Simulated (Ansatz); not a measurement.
**C$_{2}$H$_{10}$AlNO: nudged elastic band (part 1 of 2)**

The run: nudged elastic band of C$_{2}$H$_{10}$AlNO. Method and program: RKS PBE0-D4/6-31G* (Ansatz 0.2.0).

It belongs to a series of runs on one base structure; here: band between the two ends.

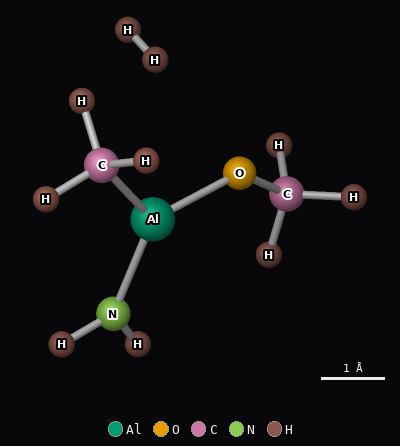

The input geometry (ball-and-stick view, seen at a tilt). Sticks mark near contacts.

Key numbers:

```tsv
quantity	value
outcome	converged
barrier, forward	1.025 eV
barrier, backward	0.698 eV
hardware	2 threads of Arm Neoverse V1, 24 GiB of memory available, shared host
wall time	16 min (CPU time 31 min)
peak memory	0.24 GiB
```

The order of the saddle point was not checked.

The input:
```yaml
crystal:
  periodic: [false, false, false]
  atoms:
    - { symbol: Al, position_ang: [-0.319704, -0.417444, -0.516681] }
    - { symbol: O, position_ang: [1.132956, 0.188243, 0.160611] }
    - { symbol: C, position_ang: [1.721893, 1.453531, 0.108458] }
    - { symbol: C, position_ang: [-0.834118, -2.249426, -0.103179] }
    - { symbol: "N", position_ang: [-1.288157, 0.655111, -1.555865] }
    - { symbol: H, position_ang: [0.131835, 0.335158, 2.383826] }
    - { symbol: H, position_ang: [-0.218677, 0.485408, 3.025096] }
    - { symbol: H, position_ang: [1.709839, 1.922064, 1.102675] }
    - { symbol: H, position_ang: [2.769363, 1.37039, -0.209981] }
    - { symbol: H, position_ang: [1.215583, 2.139871, -0.588789] }
    - { symbol: H, position_ang: [-0.943543, -2.384992, 0.979479] }
    - { symbol: H, position_ang: [-1.78134, -2.53664, -0.573264] }
    - { symbol: H, position_ang: [-0.067759, -2.95948, -0.43645] }
    - { symbol: H, position_ang: [-1.059786, 1.608359, -1.80059] }
    - { symbol: H, position_ang: [-2.168186, 0.389747, -1.975346] }
basis:
  gaussian: { orbitals: "6-31G*" }
hamiltonian:
  xc: pbe0
  dispersion: d4
neb:
  order_check: false
  images: 7
  f_tol: 0.03
  max_iterations: 60
  final_atoms:
    - { symbol: Al, position_ang: [-1.01026251, -0.18187643, 0.3683843] }
    - { symbol: O, position_ang: [0.72824967, 0.60144738, 1.08896572] }
    - { symbol: C, position_ang: [1.72091944, 0.94972586, 0.11011027] }
    - { symbol: C, position_ang: [-0.42970141, -2.01843898, -0.0491734] }
    - { symbol: "N", position_ang: [-1.31801306, 0.94132774, -1.02979351] }
    - { symbol: H, position_ang: [0.46618817, 1.39410456, 1.58064236] }
    - { symbol: H, position_ang: [-1.83548974, 0.21237853, 1.69641165] }
    - { symbol: H, position_ang: [2.55460745, 1.46009069, 0.59916978] }
    - { symbol: H, position_ang: [2.06898842, 0.0065492, -0.31177949] }
    - { symbol: H, position_ang: [1.27117995, 1.56408352, -0.67444412] }
    - { symbol: H, position_ang: [0.12773126, -2.47308862, 0.77958405] }
    - { symbol: H, position_ang: [-1.29195951, -2.66940701, -0.24359095] }
    - { symbol: H, position_ang: [0.20887755, -2.07671721, -0.94097783] }
    - { symbol: H, position_ang: [-2.04238503, 1.64635984, -0.98171228] }
    - { symbol: H, position_ang: [-1.21873166, 0.64336091, -1.99179656] }
  initial_path:
    images:
      - { positions_ang: [[-0.319704, -0.417444, -0.516681], [1.132956, 0.188243, 0.160611], [1.721893, 1.453531, 0.108458], [-0.834118, -2.249426, -0.103179], [-1.288157, 0.655111, -1.555865], [0.131835, 0.335158, 2.383826], [-0.218677, 0.485408, 3.025096], [1.709839, 1.922064, 1.102675], [2.769363, 1.37039, -0.209981], [1.215583, 2.139871, -0.588789], [-0.943543, -2.384992, 0.979479], [-1.78134, -2.53664, -0.573264], [-0.067759, -2.95948, -0.43645], [-1.059786, 1.608359, -1.80059], [-2.168186, 0.389747, -1.975346]] }
      - { positions_ang: [[-0.45086427, -0.40213883, -0.44638834], [1.06765037, 0.34261283, 0.22791226], [1.82055921, 1.44541528, 0.1945561], [-0.79270928, -2.26552066, -0.06669441], [-1.40073293, 0.63622328, -1.52997498], [0.06446421, 0.45566906, 2.09316792], [-0.42415084, 0.50811776, 2.65036069], [1.95153522, 1.72201742, 1.16410294], [2.75097487, 1.31149574, -0.26496446], [1.41260816, 2.23315747, -0.32791033], [-0.75567019, -2.4194034, 0.98603039], [-1.74639212, -2.60496771, -0.41617225], [-0.06870551, -2.92451984, -0.50788417], [-1.16289103, 1.5870112, -1.77747772], [-2.26547686, 0.37473041, -1.97866363]] }
      - { positions_ang: [[-0.58202454, -0.38683367, -0.37609569], [1.00234474, 0.49698265, 0.29521353], [1.91922542, 1.43729956, 0.2806542], [-0.75130055, -2.28161532, -0.03020981], [-1.51330887, 0.61733556, -1.50408496], [-0.00290657, 0.57618012, 1.80250984], [-0.62962467, 0.53082753, 2.27562538], [2.19323144, 1.52197084, 1.22553087], [2.73258674, 1.25260148, -0.31994792], [1.60963333, 2.32644394, -0.06703166], [-0.56779739, -2.45381481, 0.99258178], [-1.71144424, -2.67329541, -0.2590805], [-0.06965203, -2.88955968, -0.57931833], [-1.26599607, 1.56566341, -1.75436545], [-2.36276773, 0.35971381, -1.98198127]] }
      - { positions_ang: [[-0.71318481, -0.3715285, -0.30580303], [0.93703911, 0.65135248, 0.36251479], [2.01789163, 1.42918384, 0.3667523], [-0.70989183, -2.29770998, 0.00627478], [-1.6258848, 0.59844784, -1.47819494], [-0.07027736, 0.69669117, 1.51185176], [-0.83509851, 0.55353729, 1.90089007], [2.43492766, 1.32192426, 1.28695881], [2.7141986, 1.19370722, -0.37493139], [1.80665849, 2.41973041, 0.19384701], [-0.37992458, -2.48822621, 0.99913316], [-1.67649636, -2.74162312, -0.10198875], [-0.07059854, -2.85459953, -0.6507525], [-1.3691011, 1.54431561, -1.73125317], [-2.46005859, 0.34469722, -1.9852989]] }
      - { positions_ang: [[-0.84434508, -0.35622334, -0.23551037], [0.87173347, 0.8057223, 0.42981605], [2.11655784, 1.42106811, 0.45285039], [-0.66848311, -2.31380464, 0.04275937], [-1.73846073, 0.57956012, -1.45230493], [-0.13764814, 0.81720223, 1.22119368], [-1.04057234, 0.57624705, 1.52615477], [2.67662388, 1.12187768, 1.34838675], [2.69581047, 1.13481297, -0.42991485], [2.00368365, 2.51301687, 0.45472568], [-0.19205178, -2.52263761, 1.00568455], [-1.64154848, -2.80995082, 0.055103], [-0.07154506, -2.81963937, -0.72218666], [-1.47220614, 1.52296781, -1.7081409], [-2.55734946, 0.32968062, -1.98861654]] }
      - { positions_ang: [[-0.88582444, -0.31263661, -0.0845367], [0.83586252, 0.75465357, 0.59460347], [2.01764824, 1.30323255, 0.36716536], [-0.60878768, -2.23996323, 0.01977618], [-1.63334881, 0.67000203, -1.34667707], [0.01331094, 0.96142782, 1.31105585], [-1.23930169, 0.48527992, 1.56871899], [2.64611978, 1.20643094, 1.1610825], [2.53910496, 0.85274702, -0.40038101], [1.82055773, 2.27578354, 0.17243323], [-0.11210602, -2.51025036, 0.94915943], [-1.55415124, -2.77481487, -0.01957049], [-0.0014394, -2.63390883, -0.77688445], [-1.61475086, 1.55381582, -1.52653374], [-2.22269501, 0.4081007, -1.98941154]] }
      - { positions_ang: [[-0.9273038, -0.26904988, 0.06643697], [0.79999157, 0.70358484, 0.75939089], [1.91873864, 1.18539699, 0.28148033], [-0.54909226, -2.16612181, -0.00320701], [-1.5282369, 0.76044393, -1.24104922], [0.16427001, 1.1056534, 1.40091802], [-1.43803104, 0.39431279, 1.61128321], [2.61561567, 1.29098419, 0.97377826], [2.38239945, 0.57068108, -0.37084717], [1.6374318, 2.0385502, -0.10985922], [-0.03216026, -2.49786311, 0.8926343], [-1.466754, -2.73967892, -0.09424397], [0.06866625, -2.44817829, -0.83158224], [-1.75729559, 1.58466383, -1.34492659], [-1.88804056, 0.48652077, -1.99020655]] }
      - { positions_ang: [[-0.96878316, -0.22546316, 0.21741063], [0.76412062, 0.65251611, 0.9241783], [1.81982904, 1.06756143, 0.1957953], [-0.48939683, -2.09228039, -0.02619021], [-1.42312498, 0.85088584, -1.13542136], [0.31522909, 1.24987898, 1.49078019], [-1.63676039, 0.30334566, 1.65384743], [2.58511156, 1.37553744, 0.78647402], [2.22569393, 0.28861514, -0.34131333], [1.45430588, 1.80131686, -0.39215167], [0.0477855, -2.48547587, 0.83610918], [-1.37935676, -2.70454297, -0.16891746], [0.1387719, -2.26244775, -0.88628004], [-1.89984031, 1.61551183, -1.16331943], [-1.55338611, 0.56494084, -1.99100156]] }
      - { positions_ang: [[-1.01026251, -0.18187643, 0.3683843], [0.72824967, 0.60144738, 1.08896572], [1.72091944, 0.94972586, 0.11011027], [-0.42970141, -2.01843898, -0.0491734], [-1.31801306, 0.94132774, -1.02979351], [0.46618817, 1.39410456, 1.58064236], [-1.83548974, 0.21237853, 1.69641165], [2.55460745, 1.46009069, 0.59916978], [2.06898842, 0.0065492, -0.31177949], [1.27117995, 1.56408352, -0.67444412], [0.12773126, -2.47308862, 0.77958405], [-1.29195951, -2.66940701, -0.24359095], [0.20887755, -2.07671721, -0.94097783], [-2.04238503, 1.64635984, -0.98171228], [-1.21873166, 0.64336091, -1.99179656]] }
```

Run as:
```bash
ansatz run input.yaml --threads 2 --pin off --max-ram 3072MiB --backend cpu --events-out ev --progress --plain --runs-dir out
```

What the program printed:
```
Engine: ansatz 0.2.0, aarch64-unknown-linux-gnu
Functional definition: PBE0
  parameter a = 0.25
  parameter kappa = 0.804
  parameter beta = 0.06672455060314922
  exchange = (1 - a)*pbe_x(kappa = kappa, mu = beta*pi^2/3) + a*exact_x
  correlation = pbe_c(beta = beta)
1143 factors; integrals over basis functions are off by at most 7.2e-4 eV
mean field evaluation 1: about -12349.6231 eV, gradient 7.9e1 eV
mean field evaluation 2: about -12338.3015 eV, gradient 1.1e2 eV
mean field evaluation 4: about -12362.0286 eV, gradient 4.3e0 eV
mean field evaluation 8: about -12362.0809 eV, gradient 4.0e-2 eV
mean field -12362.08093776 eV, -454.2980951431 hartree, gradient 1.4e-5 eV, S^2 0.000000; 0 other end points of the search recorded, 0 dependent functions left out
the calculation of the forces begins
reference -12362.08096803 eV, -454.2980962557 hartree; 25, 25 occupied and 74, 74 virtual orbitals, 1143 factors
1143 factors; integrals over basis functions are off by at most 3.8e-4 eV
mean field evaluation 16: about -12350.4814 eV, gradient 7.4e1 eV
mean field -12361.73368251 eV, -454.2853337481 hartree, gradient 2.6e-5 eV, S^2 0.000000; 0 other end points of the search recorded, 0 dependent functions left out
[... from here on the field's lines of each further geometry are left out, up to the last ...]
NEB iter   1: max|band force component| = 1.149e1 eV/Å  barrier→ = 3.5813 eV  barrier← = 3.2538 eV  Δτ_max = 0.2000 Å  (228 SCF iters)
NEB iter   2: max|band force component| = 2.443e0 eV/Å  barrier→ = 1.3434 eV  barrier← = 1.0158 eV  Δτ_max = 0.2000 Å  (197 SCF iters)
NEB iter   3: max|band force component| = 5.471e0 eV/Å  barrier→ = 1.2588 eV  barrier← = 0.9313 eV  Δτ_max = 0.1019 Å  (198 SCF iters)
NEB iter   4: max|band force component| = 8.332e-1 eV/Å  barrier→ = 1.1327 eV  barrier← = 0.8052 eV  Δτ_max = 0.1980 Å  (198 SCF iters)
NEB iter   5: max|band force component| = 1.293e0 eV/Å  barrier→ = 1.0761 eV  barrier← = 0.7486 eV  Δτ_max = 0.0999 Å  (193 SCF iters)
NEB iter   6: max|band force component| = 6.299e-1 eV/Å  barrier→ = 0.9377 eV  barrier← = 0.6101 eV  Δτ_max = 0.2000 Å  (196 SCF iters)
NEB iter   7: max|band force component| = 7.022e-1 eV/Å  barrier→ = 0.7292 eV  barrier← = 0.4017 eV  CI = image 4  Δτ_max = 0.2000 Å  (194 SCF iters)
NEB iter   8: max|band force component| = 6.791e-1 eV/Å  barrier→ = 0.9861 eV  barrier← = 0.6586 eV  CI = image 4  Δτ_max = 0.2000 Å  (191 SCF iters)
NEB iter   9: max|band force component| = 8.331e-1 eV/Å  barrier→ = 1.2344 eV  barrier← = 0.9068 eV  CI = image 4  Δτ_max = 0.0980 Å  (197 SCF iters)
NEB iter  10: max|band force component| = 3.202e-1 eV/Å  barrier→ = 1.1525 eV  barrier← = 0.8250 eV  CI = image 4  Δτ_max = 0.0848 Å  (193 SCF iters)
NEB iter  11: max|band force component| = 2.587e-1 eV/Å  barrier→ = 1.1520 eV  barrier← = 0.8245 eV  CI = image 4  Δτ_max = 0.0784 Å  (190 SCF iters)
NEB iter  12: max|band force component| = 2.558e-1 eV/Å  barrier→ = 1.1417 eV  barrier← = 0.8141 eV  CI = image 4  Δτ_max = 0.0813 Å  (185 SCF iters)
NEB iter  13: max|band force component| = 2.737e-1 eV/Å  barrier→ = 1.1414 eV  barrier← = 0.8139 eV  CI = image 4  Δτ_max = 0.0407 Å  (193 SCF iters)
NEB iter  14: max|band force component| = 1.171e-1 eV/Å  barrier→ = 1.1404 eV  barrier← = 0.8128 eV  CI = image 4  Δτ_max = 0.0804 Å  (183 SCF iters)
NEB iter  15: max|band force component| = 8.994e-2 eV/Å  barrier→ = 1.1386 eV  barrier← = 0.8111 eV  CI = image 4  Δτ_max = 0.0805 Å  (184 SCF iters)
NEB iter  16: max|band force component| = 1.258e-1 eV/Å  barrier→ = 1.1365 eV  barrier← = 0.8090 eV  CI = image 4  Δτ_max = 0.0406 Å  (196 SCF iters)
NEB iter  17: max|band force component| = 9.140e-2 eV/Å  barrier→ = 1.1329 eV  barrier← = 0.8054 eV  CI = image 4  Δτ_max = 0.0406 Å  (187 SCF iters)
NEB iter  18: max|band force component| = 1.402e-1 eV/Å  barrier→ = 1.1283 eV  barrier← = 0.8007 eV  CI = image 4  Δτ_max = 0.0203 Å  (185 SCF iters)
NEB iter  19: max|band force component| = 1.243e-1 eV/Å  barrier→ = 1.1256 eV  barrier← = 0.7981 eV  CI = image 4  Δτ_max = 0.0406 Å  (193 SCF iters)
NEB iter  20: max|band force component| = 1.415e-1 eV/Å  barrier→ = 1.1199 eV  barrier← = 0.7924 eV  CI = image 4  Δτ_max = 0.0811 Å  (195 SCF iters)
NEB iter  21: max|band force component| = 1.847e-1 eV/Å  barrier→ = 1.1074 eV  barrier← = 0.7799 eV  CI = image 4  Δτ_max = 0.0811 Å  (192 SCF iters)
NEB iter  22: max|band force component| = 1.911e-1 eV/Å  barrier→ = 1.0943 eV  barrier← = 0.7668 eV  CI = image 4  Δτ_max = 0.0811 Å  (193 SCF iters)
NEB iter  23: max|band force component| = 2.215e-1 eV/Å  barrier→ = 1.0816 eV  barrier← = 0.7541 eV  CI = image 4  Δτ_max = 0.0811 Å  (195 SCF iters)
NEB iter  24: max|band force component| = 1.986e-1 eV/Å  barrier→ = 1.0692 eV  barrier← = 0.7417 eV  CI = image 4  Δτ_max = 0.0811 Å  (195 SCF iters)
NEB iter  25: max|band force component| = 2.039e-1 eV/Å  barrier→ = 1.0581 eV  barrier← = 0.7306 eV  CI = image 4  Δτ_max = 0.0811 Å  (195 SCF iters)
NEB iter  26: max|band force component| = 1.698e-1 eV/Å  barrier→ = 1.0480 eV  barrier← = 0.7205 eV  CI = image 4  Δτ_max = 0.1617 Å  (195 SCF iters)
NEB iter  27: max|band force component| = 1.445e-1 eV/Å  barrier→ = 1.0334 eV  barrier← = 0.7059 eV  CI = image 4  Δτ_max = 0.1633 Å  (191 SCF iters)
NEB iter  28: max|band force component| = 3.912e-1 eV/Å  barrier→ = 1.0259 eV  barrier← = 0.6984 eV  CI = image 4  Δτ_max = 0.0819 Å  (190 SCF iters)
NEB iter  29: max|band force component| = 3.806e-1 eV/Å  barrier→ = 1.0268 eV  barrier← = 0.6993 eV  CI = image 4  Δτ_max = 0.0409 Å  (194 SCF iters)
NEB iter  30: max|band force component| = 5.497e-2 eV/Å  barrier→ = 1.0258 eV  barrier← = 0.6983 eV  CI = image 4  Δτ_max = 0.0813 Å  (202 SCF iters)
NEB iter  31: max|band force component| = 9.669e-2 eV/Å  barrier→ = 1.0254 eV  barrier← = 0.6978 eV  CI = image 4  Δτ_max = 0.0410 Å  (193 SCF iters)
NEB iter  32: max|band force component| = 1.534e-1 eV/Å  barrier→ = 1.0252 eV  barrier← = 0.6976 eV  CI = image 4  Δτ_max = 0.0205 Å  (193 SCF iters)
NEB iter  33: max|band force component| = 6.330e-2 eV/Å  barrier→ = 1.0251 eV  barrier← = 0.6976 eV  CI = image 4  Δτ_max = 0.0409 Å  (186 SCF iters)
NEB iter  34: max|band force component| = 4.928e-2 eV/Å  barrier→ = 1.0251 eV  barrier← = 0.6976 eV  CI = image 4  Δτ_max = 0.0408 Å  (184 SCF iters)
NEB iter  35: max|band force component| = 4.677e-2 eV/Å  barrier→ = 1.0251 eV  barrier← = 0.6976 eV  CI = image 4  Δτ_max = 0.0817 Å  (185 SCF iters)
```
